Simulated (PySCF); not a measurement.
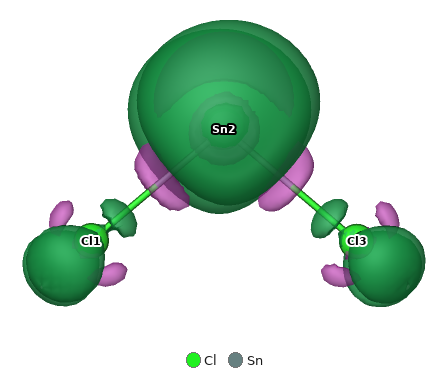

Figure. Cl₂Sn, SMILES `Cl[Sn]Cl`. Fukui function f⁺ = ρ(N+1) − ρ(N) at fixed geometry, surfaces at ±0.02 e/Å³ (green positive, purple negative).

Method: HF/def2-SVPD; geometry: GFN2-xTB; program: PySCF. Core potentials replace the inner electrons of Sn; spin–orbit coupling isn't included. No frequency check shows the geometry to be a minimum. GFN2-xTB bond lengths at metals and heavier atoms can be off by up to 0.1 Å and shapes distorted, which carries into these values.

Input script:

```python
import numpy as np
from pyscf import gto, scf, dft
from pyscf.scf import atom_ks, atom_hf
from scipy.linalg import block_diag

def solve(mol, dm0=None, hcore=None):
    mf = scf.UHF(mol) if mol.spin else scf.RHF(mol)
    mf = mf.density_fit(auxbasis='def2-universal-jkfit')
    mf.conv_tol, mf.max_cycle = 1e-8, 80
    if hcore is not None:
        mf.get_hcore = lambda *args: hcore
    mf.kernel(dm0)
    if not mf.converged:
        mf = mf.newton().run(mf.mo_coeff, mf.mo_occ, max_cycle=30)
    assert mf.converged, 'SCF not converged'
    return mf

mol = gto.M(atom='''
Cl     1.81450     0.91463     0.00000
Sn     0.00003    -0.62192     0.00000
Cl    -1.81460     0.91454     0.00000
''', basis='def2-svpd', ecp={'Sn': 'def2-svpd'}, charge=0, spin=0, verbose=4)
mf = solve(mol)
out = dict(e0=mf.e_tot, dm0=mf.make_rdm1(), c=mf.mo_coeff, occ=mf.mo_occ, eps=mf.mo_energy)
for name, dq, spin in [('cation', 1, 1), ('anion', -1, 1)]:
    ion = mol.copy().set(charge=mol.charge + dq, spin=spin).build()
    mi = solve(ion)
    if spin and dq > 0 and mol.nao < 130:
        c, _, stable, _ = mi.stability(return_status=True)
        if not stable:
            mi = solve(ion, mi.make_rdm1(c, mi.mo_occ))
    print(name, 'vertical energy change / eV', (mi.e_tot - mf.e_tot) * 27.211386)
    out.update({'e_' + name: mi.e_tot, 'dm_' + name: mi.make_rdm1(), 's2_' + name: mi.spin_square()[0], 'eps_' + name: mi.mo_energy, 'occ_' + name: mi.mo_occ})
# spherically averaged free atoms, for the promolecule
atm = scf.atom_hf.get_atm_nrhf(mol)
pro = block_diag(*[(atm[a[0]][2] * atm[a[0]][3]) @ atm[a[0]][2].T for a in mol._atom])
np.savez('result.npz', pro=pro, **out)
```

Command:

```sh
OMP_NUM_THREADS=1 python input.py
```

The run took 21 s on 1 thread of Arm Neoverse V1 (shared host), peak memory 0.2 GiB.

Partitions, critical points and surface values were worked out afterwards from this run's density.

Q: Which atoms respond most to the addition of an electron?

A: f⁺ (Hirshfeld-condensed) is largest on Sn2 (0.72); the vertical electron affinity is 1.13 eV (the stability of the anion's solution wasn't checked). Condensed values hint at sites of nucleophilic attack but needn't mark the atom that reacts. Orbital relaxation makes it negative in places (0.16 e in all).
